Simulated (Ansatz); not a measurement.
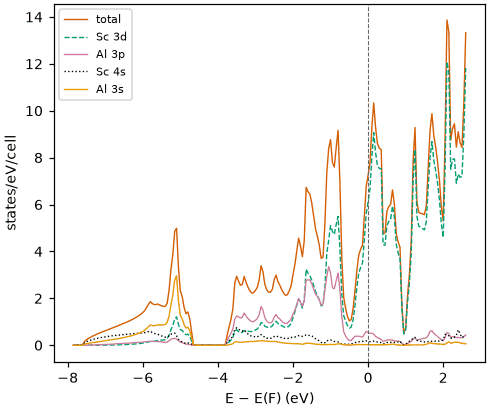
Figure: Total and projected density of states of Sc2Al in space group P6_3/mmc (No. 194; Sc on 2a, Sc on 2d, Al on 2c), r²SCAN in the plane-wave PAW code Ansatz

**Question.** Which orbitals carry the states next to the Fermi level?

**Answer.** Within 0.5 eV of the Fermi level: Sc 3d 86 %, Al 3p 6 %. Projections are on Löwdin-orthogonalised atomic valence shells; empty p or d shells of many metals are not among them.

**Question.** Where is the tallest occupied peak in this window, and what makes it?

**Answer.** Near -0.8 eV, about 9.2 states/eV per cell; the largest projected share is Sc 3d.

The first step of the workflow began from a Materials Project structure, measured or hypothetical; the Crystallography Open Database copy checked does not list it. With Sc and Al taken as one species the cell has the higher symmetry P6/mmm, so it may be an ordered model of a mixed-site phase. Whether it is the stable phase at ambient conditions was not checked. Symmetry was held in the r²SCAN relaxation; its stability against distortions is not shown here. The run is not spin-polarised.

Potentials: the later of the program's two PAW sets.
